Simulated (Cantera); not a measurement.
Input: 1 mol NaBr, 1.1 mol H₂, 0.057 mol O₂, equilibrated at 0.140 bar.

Equilibrium computed with Cantera from the NASA thermochemical tables; the gas is ideal and each condensed phase is pure. Candidate condensed phases: Br₂, H₂O, Na, NaBr, NaOH, NaO₂, Na₂O, Na₂O₂; 20 gas species. Gases not in the tables: NaBr and NaI dimers. The numbers say what is thermodynamically allowed, not how fast it happens.

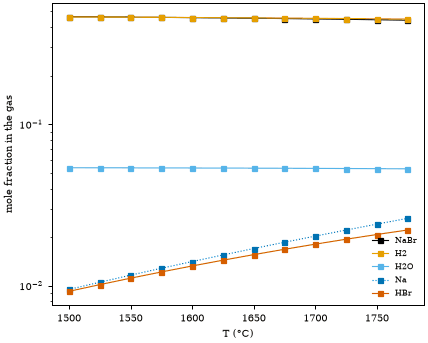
Equilibrium gas composition (values under 1e-9 drawn at 1e-9)

Question: Read off the mole fractions at 1775 °C.

Answer: H₂ about 0.45, NaBr about 0.44, H₂O about 0.053, Na about 0.026, HBr about 0.022.
